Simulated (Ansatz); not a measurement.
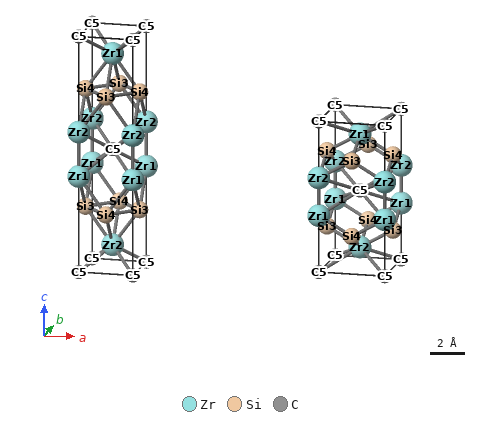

Two geometries of crystalline Zr2Si2C (a generated structure, set up in I4/mmm) (coarse preliminary run), drawn at one scale. One is the start of a relaxation, the other its converged end. Style: ball-and-stick. Shown: the conventional cell (2 times the calculation's cell), slightly off an axis. Lengths and directions refer to the drawn axes.

These are results of DFT PBE, scalar-relativistic, plane waves, PAW (Ansatz 0.2.0), not measurements. (plane-wave cutoff 420 eV; k-point mesh 6 × 6 × 6; occupations gaussian; smearing width 0.1 eV; no spin polarisation; cell and atoms relaxed; force threshold 0.04 eV/Å; at most 70 steps)

Which of the two is the end point?

The left one is the relaxed one. The largest moves relative to the cell, 0.44 Å, are those of Zr1 and Zr2. Zr1 goes along +c. Si and C stay in place. The volume changes by +5.3 %, with a = b 4.018 → 3.298 Å (−17.9 %), c 9.211 → 14.403 Å (+56.4 %). Among the contacts that change: Zr1–Zr1 4.018 → 3.298 Å, Si3–Si4 2.841 → 2.332 Å, Zr1–Si3 2.316 → 2.786 Å, Zr1–Zr2 2.303 → 2.711 Å. Bond angles that change, for instance: Zr1–Si4–Zr1 120.4° → 72.6°, Zr1–Si4–Zr2 104.3° → 130.5°. The space group stays I4/mmm (No. 139). Over 16 accepted moves (18 points after the start) the energy falls by 11.772 eV per cell of the calculation. Largest force component: 1.6 eV/Å at the start, 0.011 eV/Å at the end. Pressure: 43.87 GPa at the start and −0.07 GPa at the end. At 2 points the geometry stayed and the basis and grid were re-selected for the new cell (energy shift of 0.651 eV per cell of the calculation at most each time).
